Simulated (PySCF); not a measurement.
## Electronic structure of C5H7BrOSi in real space

| atom | x (Å) | y (Å) | z (Å) |
| --- | --- | --- | --- |
| C | 3.5406 | 0.1174 | -0.4062 |
| C | 2.3606 | 0.3409 | -0.3752 |
| Si | 0.5667 | 0.7694 | -0.4198 |
| Br | 0.3304 | 2.6377 | -1.5894 |
| C | -0.5987 | -0.6479 | -0.9110 |
| C | -1.6919 | -0.5004 | 0.1487 |
| C | -1.0243 | 0.0395 | 1.4148 |
| O | -0.0768 | 1.0155 | 1.0548 |
| H | 4.5717 | -0.0912 | -0.4165 |
| H | -1.0083 | -0.5995 | -1.9171 |
| H | -0.0918 | -1.6078 | -0.8092 |
| H | -2.4301 | 0.2290 | -0.1924 |
| H | -2.2055 | -1.4392 | 0.3559 |
| H | -0.5050 | -0.7638 | 1.9490 |
| H | -1.7419 | 0.5081 | 2.0919 |

Geometry: GFN2-xTB.

The calculation used wB97X-D/def2-SVPD, SCF density, gas phase in PySCF.

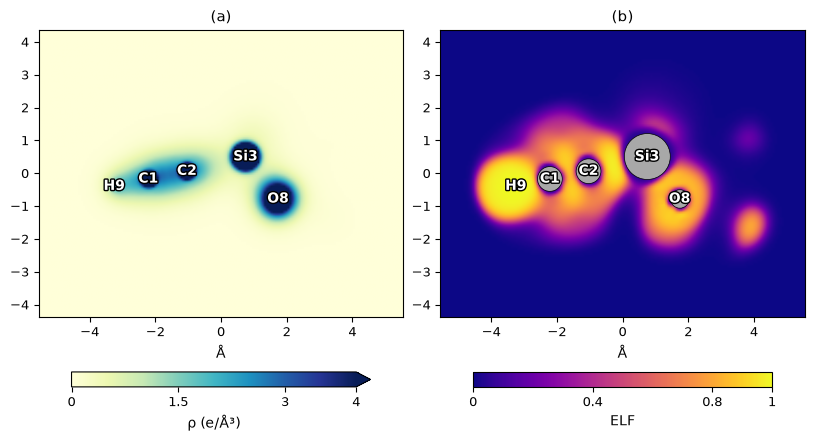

Figure 1. (a) electron density; (b) electron localisation function on the plane of atoms C2, Si3 and O8. Grey discs cover the atomic cores in the ELF map.

### What do the fields say about this system?

- The section cuts through C, Si, O and H sites.
- C–C (1.20 Å): the density is about 2.7 e/Å³ at the midpoint; the ELF peaks at about 0.85 between the atoms: a short, multiple covalent bond.
- Si–O (1.63 Å): the density is about 1.2 e/Å³ at the midpoint; the ELF peaks at about 0.90 between the atoms, as expected for a polar covalent bond.
- C–Si (1.84 Å): the density is about 0.96 e/Å³ at the midpoint; the ELF peaks at about 1 between the atoms, as expected for localised, covalent bonding.
- C–H (1.05 Å): ρ at the midpoint is about 2.1 e/Å³; the ELF climbs to about 1 towards the hydrogen, as it does in any bond to H; a covalent bond by its length.
- The ELF also peaks beside O8, away from the bonds: lone-pair regions.

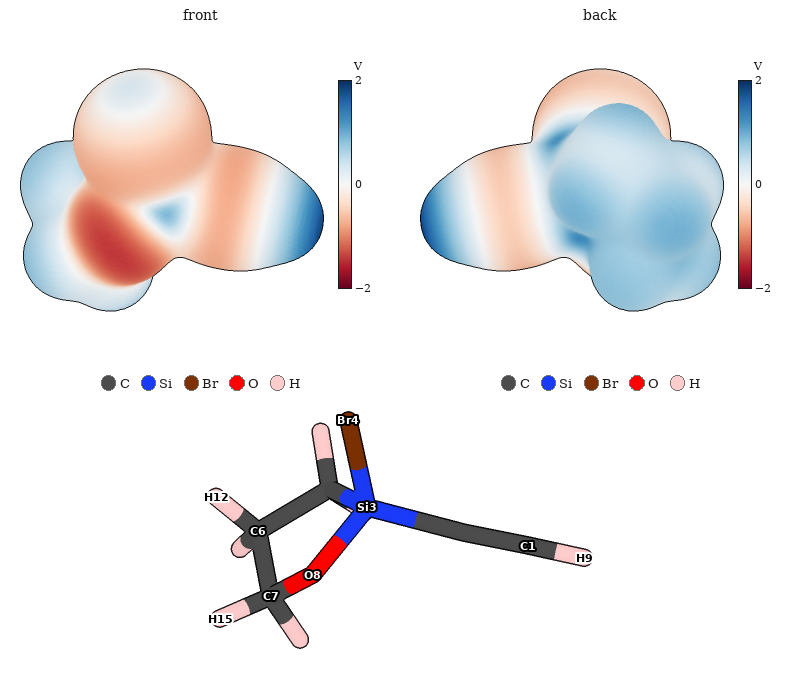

Figure 2. The electrostatic potential painted on the density surface at 0.002 e/bohr³, seen from the front and from behind; the colour scale runs from red (negative) to blue (positive). The bare structure is drawn below in the same view.

### Which sites attract a positive test charge, and which a negative one?

A positive charge is drawn to the negative regions and a negative charge to the positive ones. The most negative region (about −1.4 V) lies over O8, the most positive (about +1.8 V) over H9. Br4 shows a σ-hole: about +0.3 V at the tip opposite its bond, against about −0.6 V on its flanks. O8 is the likeliest acceptor of a hydrogen bond.

### What dipole moment does the calculation give?

Its dipole moment is 2.71 D.
